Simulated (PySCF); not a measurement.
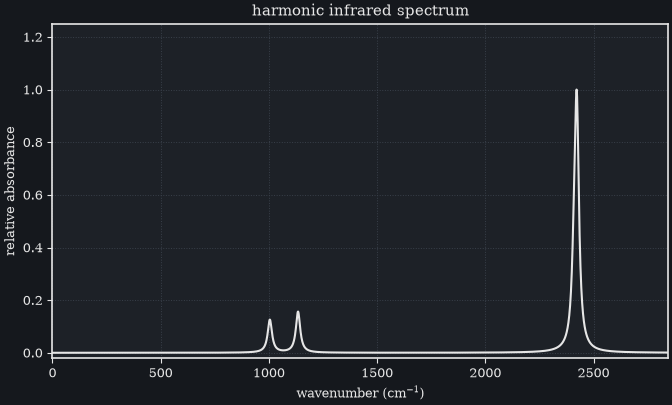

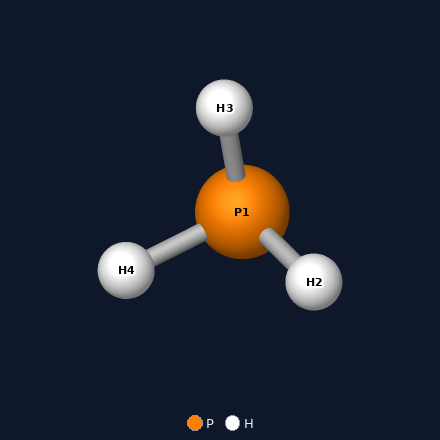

Infrared spectrum of PH₃, singlet (point group C3v). Unscaled harmonic wavenumbers and double-harmonic intensities, PBE0/def2-TZVP in PySCF 2.14.0, isolated molecule. The structure is the lowest of the points that a search from trigonal pyramidal, trigonal planar and T-shaped starts found. Degenerate modes count as one line, with their intensities summed. Lorentzian lines of 24 cm⁻¹ full width. Close modes add up in the curve.

### List the modes.

| cm⁻¹ | km/mol | symmetry |
| --- | --- | --- |
| 1004.5 | 15.2 | a1 |
| 1134.7 | 18.9 | e (×2) |
| 2410.5 | 26.0 | a1 |
| 2422.6 | 108.5 | e (×2) |
